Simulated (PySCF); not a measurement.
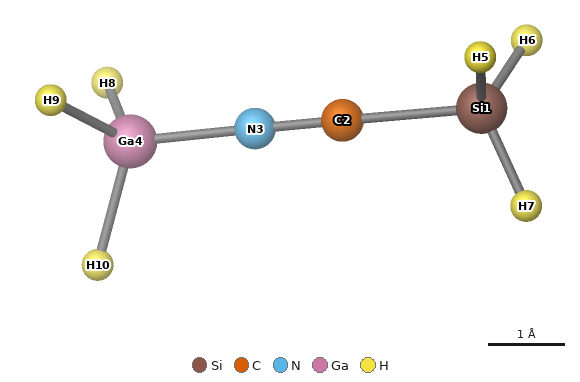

CH6GaNSi, before the relaxation. A ball-and-stick model, seen at a tilt.

The start comes from UFF. Its atoms were then displaced at random by about 0.03 Å.

Theory: PySCF, PBE0-D3(BJ)/def2-SVP geometry optimisation, gas phase.

```xyz
10

Si    2.4777   -0.2547    0.4408
C     0.5934   -0.0586    0.2982
N    -0.6012    0.0329    0.1999
Ga   -2.2997    0.1836    0.0881
H     2.9920    1.1478    0.4944
H     2.9282   -0.8405   -0.7747
H     2.7975   -0.9606    1.6269
H    -2.8506   -0.5176   -1.2731
H    -2.8270    1.7469    0.1363
H    -3.0857   -0.5558    1.3964
```

### Where does the relaxation end?

After 7 geometry steps the energy has fallen by 1.458 eV. The largest move after the best rigid fit is that of Ga4, 0.35 Å. Largest moves by element: Ga 0.35 Å, H 0.11 Å, N 0.09 Å, Si 0.06 Å, C 0.04 Å. Near-neighbour distances that change, for instance: N3–Ga4 1.709 → 2.146 Å, Ga4–H10 1.696 → 1.579 Å, Ga4–H9 1.651 → 1.579 Å, Si1–H6 1.422 → 1.485 Å. Among the angles between lasting bonds that change: N3–Ga4–H9 113.5° → 97.4°, N3–Ga4–H10 111.8° → 97.1°, H9–Ga4–H10 104.0° → 118.5°. The run took 35 s on 1 thread of Arm Neoverse V1, on a shared host.

History of the run:

```csv
step,"E − E(0), eV"
0,0.0000
1,-1.1015
2,-1.3718
3,-1.4305
4,-1.4500
5,-1.4571
6,-1.4576
7,-1.4577
```

Final geometry:

```xyz
10

Si    2.4950   -0.2008    0.4264
C     0.6327   -0.0470    0.2944
N    -0.5158    0.0431    0.2177
Ga   -2.6523    0.1986    0.0905
H     3.0219    1.1839    0.5191
H     2.9437   -0.8982   -0.8051
H     2.7596   -0.9926    1.6541
H    -2.8293   -0.5376   -1.2948
H    -2.7447    1.7742    0.1203
H    -2.9860   -0.6004    1.4106
```

After the run, drawn alike:

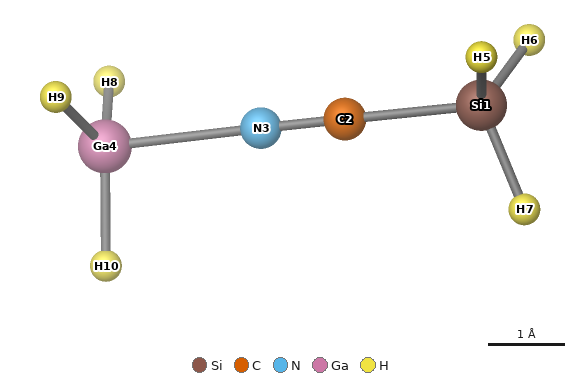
